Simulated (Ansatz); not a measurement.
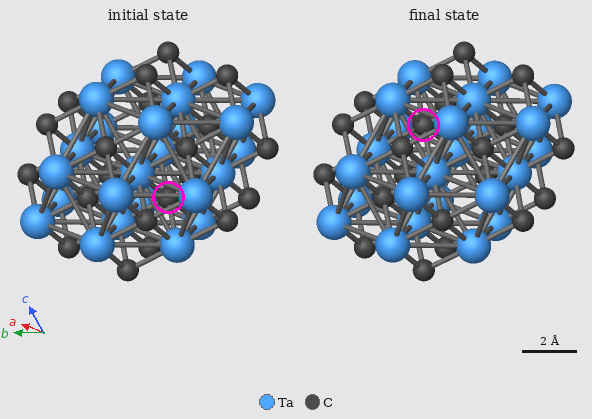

The two relaxed end points of a path for a defect cell of composition Ta8C7 with a C vacancy (15 atoms in the cell). Style: ball-and-stick. Shown: the atoms within 5.2 Å of the middle of the path, from a free direction. The moving atom is ringed, with any periodic copies. Bonds to atoms that aren't drawn are left out.

The calculation used DFT, PAW plane waves, PBE (Ansatz).

The input:
```yaml
crystal:
  lattice:
    - [0.0, 4.462696, 4.462696]
    - [4.462696, 0.0, 4.462696]
    - [4.462696, 4.462696, 0.0]
  atoms:
    - { symbol: Ta, position: [-0.00404829, -0.00218626, -0.00035166] }
    - { symbol: C, position: [0.24934452, 0.24439255, 0.25163751] }
    - { symbol: Ta, position: [0.00157851, 0.00514535, 0.48932629] }
    - { symbol: Ta, position: [-0.00680044, 0.50979673, 0.00172706] }
    - { symbol: C, position: [0.24930452, 0.75221761, 0.25135378] }
    - { symbol: Ta, position: [-0.00042737, 0.50077125, 0.5041383] }
    - { symbol: C, position: [0.25130652, 0.75200775, 0.74232341] }
    - { symbol: Ta, position: [0.49422282, 0.00561537, -0.00313266] }
    - { symbol: C, position: [0.75029099, 0.25119093, 0.24269099] }
    - { symbol: Ta, position: [0.49797042, 0.00015953, 0.49883859] }
    - { symbol: C, position: [0.744904, 0.25181873, 0.75165804] }
    - { symbol: Ta, position: [0.5018816, 0.49762293, 0.00120411] }
    - { symbol: C, position: [0.75398053, 0.74967051, 0.24993778] }
    - { symbol: Ta, position: [0.50423956, 0.49945586, 0.49981208] }
    - { symbol: C, position: [0.7523028, 0.76004823, 0.7450049] }
kpoints:
  mp_grid: { grid: [3, 3, 3] }
magnetization:
  spin_polarized: false
scf:
  occupations: { method: cold, width: 0.15 }
hamiltonian:
  pseudopotentials: { kind: paw }
  xc: pbe
basis:
  ecutwfc: 420
neb:
  images: 3
  relax_end_points: true
  climbing: true
  f_tol: 0.05
  max_iterations: 40
  order_check: false
  final_atoms:
    - { symbol: Ta, position: [-0.00404829, -0.00218626, -0.00035166] }
    - { symbol: C, position: [0.24393034, 0.25168545, 0.74910643] }
    - { symbol: Ta, position: [0.00157851, 0.00514535, 0.48932629] }
    - { symbol: Ta, position: [-0.00680044, 0.50979673, 0.00172706] }
    - { symbol: C, position: [0.24930452, 0.75221761, 0.25135378] }
    - { symbol: Ta, position: [-0.00042737, 0.50077125, 0.5041383] }
    - { symbol: C, position: [0.25130652, 0.75200775, 0.74232341] }
    - { symbol: Ta, position: [0.49422282, 0.00561537, -0.00313266] }
    - { symbol: C, position: [0.75029099, 0.25119093, 0.24269099] }
    - { symbol: Ta, position: [0.49797042, 0.00015953, 0.49883859] }
    - { symbol: C, position: [0.744904, 0.25181873, 0.75165804] }
    - { symbol: Ta, position: [0.5018816, 0.49762293, 0.00120411] }
    - { symbol: C, position: [0.75398053, 0.74967051, 0.24993778] }
    - { symbol: Ta, position: [0.50423956, 0.49945586, 0.49981208] }
    - { symbol: C, position: [0.7523028, 0.76004823, 0.7450049] }
```

Launched with:
```bash
ansatz run input.yaml --threads 4 --pin off --max-ram 8192MiB --backend cpu --events-out ev --progress --plain --runs-dir out
```

Predict the minimum-energy path and its barrier.

The barrier is about 5.04 eV in both directions, with image 2 at the top; the ends have the same energy. It is a vacancy jump: a nearby atom moves into the empty site and leaves its own site empty. A C atom travels furthest, 3.15 Å from end to end, along +c, on a straight line. At the highest image its nearest neighbour (Ta) is 1.86 Å away, against 2.23 Å at the start, and the surrounding atoms stand up to 0.27 Å off the mean of their end positions. The band is converged.

Energies of the converged images:

```tsv
image	path (Å)	E (eV)
0	0.00	0.000
1	0.81	2.644
2	1.62	5.039
3	2.43	2.644
4	3.24	0.000
```

The geometry at the top of the path:

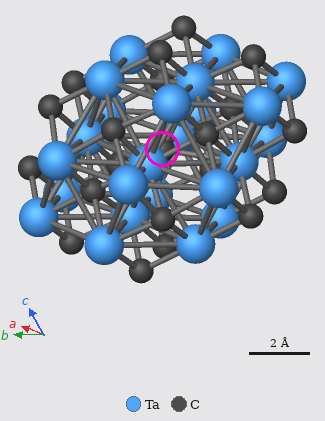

Limits of the set-up: the periodic images lie only 6.3 Å apart, so the values are limited by the cell's size.

Cost: 71 s on 4 threads of Intel(R) Xeon(R) 6975P-C (Granite Rapids), on a shared host, peak memory 1.3 GiB.
